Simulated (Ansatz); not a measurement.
**SiO2 (alpha-quartz type, space group P3_121): energy against volume**

SiO₂ (alpha-quartz type, space group P3_121)

```xyz
9
Lattice="4.9494 0.0000 0.0000 -2.4747 4.2863 0.0000 0.0000 0.0000 5.4419" Properties=species:S:1:pos:R:3 pbc="T T T"
Si     2.3286     0.0000     4.5349
Si    -1.1643     2.0166     0.9070
Si     1.3104     2.2697     2.7210
O      1.3820     1.1431     3.8870
O      3.2684     0.6253     0.2591
O      2.7736     2.5179     2.0731
O     -1.0927     3.1432     5.1828
O      0.2990     1.7684     1.5549
O      0.7938     3.6610     3.3689
```

Equation-of-state scan: isotropic scaling of the cell above, V₀ being its volume. The atoms relax within the cell's symmetry.

Method: PBEsol (plane waves to 420 eV, PAW, scalar-relativistic; Ansatz, an electronic-structure program). k mesh 8×8×6 (Γ-centred), Fermi-Dirac smearing 0.05 eV. The energy includes the smearing's −TS. The relaxing atoms change the space group within the scan (P6_422 at V/V₀ = 1.120), so nothing is fitted. SiO2 was relaxed with its symmetry unable to fall. The zero of ΔE is the relaxed starting cell.

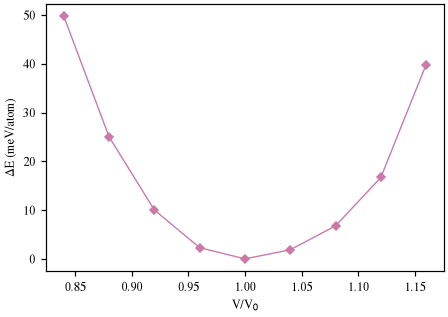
*ΔE (meV/atom) against V/V₀; markers are the computed points, lines only join them.*

The pressure at the smallest volume is 9.6 GPa, the energy cost of the largest expansion is 39.8 meV/atom and the energy cost of the largest compression is 49.8 meV/atom.

(Under strain, the slope of the energy per volume gives the stress and its curvature an elastic modulus.)
